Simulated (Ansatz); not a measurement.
# Work function of Al(100): what the settings cost and change, part 2 of 2

Aim: the work function of Al(100) across levels of theory at one geometry.

Ansatz 0.2.0; plane-wave DFT, PBE, Ansatz PAW (the session's first sound run).

So far, work function, upper face (eV): step 2 (run, setting PBE, Ansatz PAW (420 eV)) 4.24; step 6 (r2SCAN) 4.33; step 7 (PBE JTH) 4.25; step 8 (PBE norm-conserving) 4.25; step 9 (LDA norm-conserving) 4.39.

## Step 10: Run, setting PBE, all layers relaxed

This step: plane-wave DFT, PBE, Ansatz PAW (Ansatz 0.2.0).

File input.yaml:

```yaml
crystal:
  lattice:
    - [2.8637824638, 0.0, 0.0]
    - [0.0, 2.8637824638, 0.0]
    - [0.0, 0.0, 30.15]
  atoms:
    - { symbol: Al, position: [0.0, 0.0, 0.2985074627] }
    - { symbol: Al, position: [0.5, 0.5, 0.3656716418] }
    - { symbol: Al, position: [0.0, 0.0, 0.4328358209] }
    - { symbol: Al, position: [0.5, 0.5, 0.5] }
    - { symbol: Al, position: [0.0, 0.0, 0.5671641791] }
    - { symbol: Al, position: [0.5, 0.5, 0.6343283582] }
    - { symbol: Al, position: [0.0, 0.0, 0.7014925373] }
kpoints:
  mp_grid: { grid: [14, 14, 1] }
hamiltonian:
  xc: pbe
scf:
  occupations: { method: fermi_dirac, width: 0.1 }
  convergence: { dr2_threshold: 1.0e-09 }
efield:
  axis: 3
  dipole_correction: true
  ramp_position: 0.97
  ramp_width: 0.06
relax:
  f_tol: 0.01
  max_steps: 40
output:
  write_potential: true
  write_density: true
  volumetric_format: npy
```

Run with:

```bash
$ ansatz run input.yaml --threads 2 --pin off --max-ram 3072MiB --backend cpu --events-out ev --progress --plain --runs-dir out
```

Numbers of over 12 decimals in the logs are rounded to 6 here.

Output:

```text
[...]
Crystal: 7 atoms, lattice volume = 247.268 Å³
Basis set: ecut = 420 eV, 4833 PW (Γ), exchange–correlation on 40×40×432 points (8 copies of the dense FFT grid, shifted against one another)
Bands: 18, of which v1, the nominal top of the filled ones, is band 11 counted from 1 (10 counted from 0)
Symmetry: 8 space group operations
k-points: 36 of 196
[...]
F+E_penalty+E_count = -3761.58343032 eV   max|allowed force component| = 8.403e-4 eV/Å
  atoms:
    - { symbol: Al, position: [0, 0.0, 0.298731] }
    - { symbol: Al, position: [0.5, 0.5, 0.366505] }
    - { symbol: Al, position: [0, 0.0, 0.433825] }
    - { symbol: Al, position: [0.5, 0.5, 0.500000] }
    - { symbol: Al, position: [0, 0.0, 0.566175] }
    - { symbol: Al, position: [0.5, 0.5, 0.633495] }
    - { symbol: Al, position: [0, 0.0, 0.701269] }
[key lines of the parts left out:]
SCF converged after 7 iterations
Free energy (F): -3761.583430 eV
Fermi energy:    1.497882 eV
Dipole field:    D = -0.000000 V/Å  (p = -0.000000 e·Å, saw-weighted, corrected)
Work function:   Φ+ = 4.2427 eV   Φ− = 4.2427 eV
```

Run time: 30 s. Hardware: 2 threads of AMD EPYC 7R43, shared host; peak memory 0.54 GiB.

The relaxation took 3 steps and lowered the energy by 0.0033 eV; the largest force on the free atoms ends at 8.4e-4 eV/Å.

The work function is 4.243 eV, -0.002 eV from the run “PBE, Ansatz PAW (420 eV)”, at 1.6 times its CPU time.

## Step 11: Comparing the runs

Times are for 2 threads of AMD EPYC 7R43, shared host. The runs compared:

| no. | setting | work function, upper face (eV) | time | memory (GiB) |
| --- | --- | --- | --- | --- |
| 1 | PBE, Ansatz PAW (420 eV) | 4.245 | 19 s | 0.53 |
| 2 | LDA, Ansatz PAW (420 eV) | 4.389 | 18 s | 0.5 |
| 3 | PBEsol, Ansatz PAW (420 eV) | 4.294 | 17 s | 0.53 |
| 4 | RPBE, Ansatz PAW (420 eV) | 4.183 | 17 s | 0.53 |
| 5 | r2SCAN, Ansatz PAW (500 eV) | 4.335 | 37 s | 0.93 |
| 6 | PBE, JTH PAW (570 eV) | 4.248 | 42 s | 0.67 |
| 7 | PBE, norm-conserving (544 eV) | 4.248 | 32 s | 0.53 |
| 8 | LDA, norm-conserving (599 eV) | 4.394 | 36 s | 0.6 |
| 9 | PBE, all layers relaxed | 4.243 | 30 s | 0.54 |

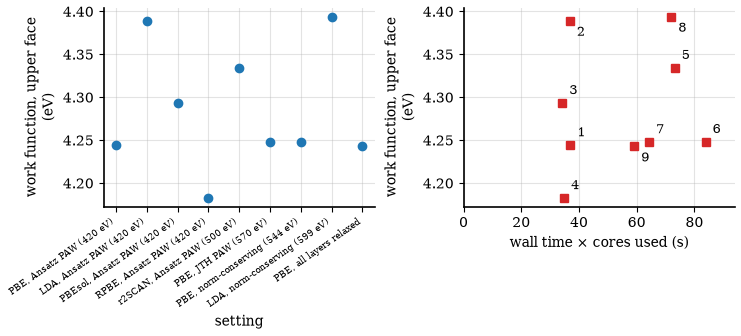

The series as plots; the last panel sets the first result against cost, with the runs numbered as in the table.

## Step 12: The same run with other settings

An input spoilt on purpose, to show how the run answers: it repeats the earlier run “PBE, Ansatz PAW (420 eV)” with efield.amplitude to 1.5, and scf.max_iter set to 50; its output block differs too.

input.yaml, as its differences from that of step 10:

```diff
@@ -20,2 +20,3 @@
   convergence: { dr2_threshold: 1.0e-09 }
+  max_iter: 50
 efield:
@@ -25,5 +26,3 @@
   ramp_width: 0.06
-relax:
-  f_tol: 0.01
-  max_steps: 40
+  amplitude: 1.5
 output:
```

Output:

```text
[...]
Crystal: 7 atoms, lattice volume = 247.268 Å³
Basis set: ecut = 420 eV, 4833 PW (Γ)
Bands: 18, of which v1, the nominal top of the filled ones, is band 11 counted from 1 (10 counted from 0)
Symmetry: 8 space group operations
k-points: 36 of 196
[...]
SCF iter   1: F=—  HF=-3763.912813 eV  |F-HF|=—  |Δ(HF+E_count)|=         —  Δρ=2.10e-2  dr2=3.28e1  ethr=3.10e-3  p=1.189 e·Å  D=8.70e-1 V/Å  ΔV_dip=-26.24 eV  dr2_dipole=1.09e1  V_vac-E_F(+/−)=15.24/5.28 eV  ⟨swp⟩=10.2  Hψ=5471  notcnv=0
[...]
SCF iter  11: F=-3762.368612 eV  HF=-3762.368612 eV  |F-HF|=1.55e-11  |Δ(HF+E_count)|=  9.32e-10  Δρ=1.22e-7  dr2=1.29e-10  ethr=4.76e-12  p=1.055 e·Å  D=7.72e-1 V/Å  ΔV_dip=-23.28 eV  dr2_dipole=3.18e-11  V_vac-E_F(+/−)=13.06/0.54 eV  ⟨swp⟩=11.8  Hψ=3589  notcnv=0
WARN: efield: at this solve's end the planar-averaged density reaches 1.61e-4 e/Å³ inside the ramp window [0.9368, 0.1556] (bound 1e-5 e/Å³); the window's nearer edge stands 4.31 Å from this solve's nearest atom along the axis. Its free energy, forces, stress, dipole, levels and responses can be off, and this figure does not tell by how much. The cell may have no vacuum along `efield.axis`. A short vacuum, a low `basis.ecutwfc` or `basis.ecutrho_ratio` and negative occupations (`scf.occupations.method`) can put density there. See the manual's quickstart, § The vacuum guard
SCF 1 converged in 11 iterations: F = -3762.368612 eV  dr2 = 1.29e-10
[...]
SCF converged after 11 iterations
Free energy (F): -3762.368612 eV
[...]
Internal energy: -3762.257992 eV  (E = F + TS)
E sigma→0 (E₀):  -3762.313302 eV
Entropy (-TS):   -0.110619 eV (-15.803 meV/atom)
Fermi energy:    1.384674 eV
Dipole field:    D = 0.772043 V/Å  (p = 1.054987 e·Å, saw-weighted, corrected)
Work function:   not extracted (applied field tilts the vacuum); planar V_es + V_field profile in the machine report
[...]
Vacuum region:   at the solve's end the planar-averaged density reaches 1.61e-4 e/Å³ inside the ramp window [0.9368, 0.1556] (bound 1e-5 e/Å³)
[...]
--- Band table (eV; the first three rows and the last of 36) ---
  k-point 0: bands = [... 7 lower, -0.8687, 1.5891, 2.6877, 3.9785, 5.4929, 6.6942, 6.7581, 7.0868, ... 3 higher]
  k-point 1: bands = [... 7 lower, -0.7835, 1.6752, 2.7778, 4.0577, 5.0672, 5.4989, 5.5936, 6.2592, ... 3 higher]
  k-point 2: bands = [... 7 lower, -0.5283, 1.9197, 3.0004, 3.1603, 3.5050, 4.2890, 4.3666, 5.3416, ... 3 higher]
  k-point 35: bands = [... 7 lower, -0.0484, 0.3369, 0.4773, 0.8666, 0.8666, 1.0153, 1.4678, 2.1394, ... 3 higher]
```

Wall time 32 s (2 threads); peak memory 0.48 GiB; 54 s of CPU time.

In so strong a field the program warns of density in the ramp of the sawtooth; these numbers are not the system's.

## Step 13: Outcome

```json
{
  "work function, PBE, Ansatz PAW (420 eV)": "4.245 eV",
  "work function, LDA, Ansatz PAW (420 eV)": "4.389 eV",
  "work function, RPBE, Ansatz PAW (420 eV)": "4.183 eV",
  "work function, r2SCAN, Ansatz PAW (500 eV)": "4.335 eV",
  "work function, LDA, norm-conserving (599 eV)": "4.394 eV",
  "work function, PBE, all layers relaxed": "4.243 eV"
}
```

What this shows: PBE on the default files gives 4.24 eV, and the settings tried spread the value from 4.18 to 4.39 eV. At one geometry LDA lies 0.14 eV above PBE. The choice of pseudopotentials moves the PBE value by 0.004 eV. Relaxing the layers changes it by -0.002 eV. The ladder's slabs use the tabulated experimental lattice constant (two decimals; a low-temperature value for the alkali metals).

Comparison with the measured values:

| quantity | measured | PBE, Ansatz PAW (420 eV) | LDA, Ansatz PAW (420 eV) | PBEsol, Ansatz PAW (420 eV) | RPBE, Ansatz PAW (420 eV) | r2SCAN, Ansatz PAW (500 eV) | LDA, norm-conserving (599 eV) | PBE, all layers relaxed |
| --- | --- | --- | --- | --- | --- | --- | --- | --- |
| work function (clean (100) face, a compiled value) (eV) | 4.32 | 4.24 (-0.08 eV) | 4.39 (+0.07 eV) | 4.29 (-0.03 eV) | 4.18 (-0.14 eV) | 4.33 (+0.01 eV) | 4.39 (+0.07 eV) | 4.24 (-0.08 eV) |

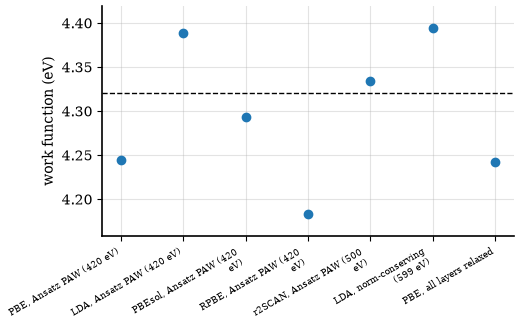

The work function by level; the dashed line is the measured value.

Measured values from arxiv:1702.08515 (2017).

**Verdict.** For the work function, of the levels listed nearest comes r2SCAN, Ansatz PAW (500 eV) (+0.01 eV, good agreement) and farthest RPBE, Ansatz PAW (420 eV) (-0.14 eV, fair agreement). The grades are ours: good and fair within 3 and 7 % for the work function.

[Logs are printed without paths, hosts, clocks, repeated set-up lines and the standing remarks that a program may print on its own settings, such as how far it seeks lower states.]

[Hosts, paths, dates, database ids (printed as entryN), source tags and the programs' standing remarks are cut or masked in the printed files.]

[Maps of the electrostatic potential energy from Ansatz leave out the sawtooth potential of an applied field or a dipole correction, so their vacuum need not be flat; planar profiles and work functions include it.]
